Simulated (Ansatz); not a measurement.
```xyz
14

B    -0.3056   -0.2679   -0.2428
N     0.2637    1.1871   -0.7612
O    -1.3119   -0.6400   -1.2311
O    -2.3324   -1.2453   -3.6515
O     0.0704    0.0694   -3.3251
Si   -0.9610   -1.1369   -2.7367
H     1.0778    1.4901   -0.2279
H    -0.4557    1.9075   -0.6954
H     0.5117    1.0754   -1.7571
H    -0.7759   -0.0682    0.8707
H     0.6970   -0.9871   -0.2327
H    -0.2806   -2.4464   -2.8743
H    -3.0490   -0.6624   -3.3819
H     0.4434   -0.0715   -4.2005
```

Geometry: PBE0-D4/def2-SVP.

These are results of isolated molecule in a Gaussian basis; Kohn-Sham density functional theory, functional PBE0 (Ansatz 0.2.0), not measurements.

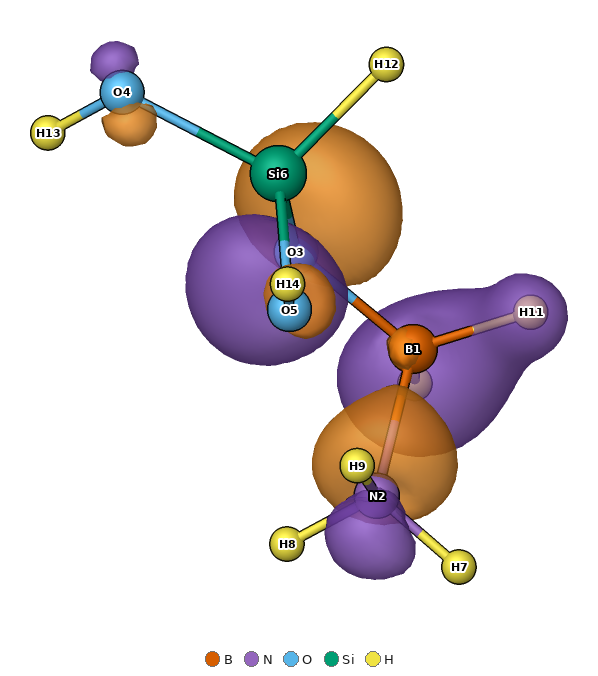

BH8NO3Si (SMILES [NH3+][BH2-]O[SiH](O)O). The HOMO−1 at ±0.15 Å⁻³ᐟ² (orange and purple are the two phases), seen at an oblique angle.

### What is the character of this orbital?

Its weight (Hirshfeld) is mainly on O3 (about 45 %), B1 (about 15 %), N2 (about 10 %) and H10 (about 10 %). Its energy is −8.26 eV.
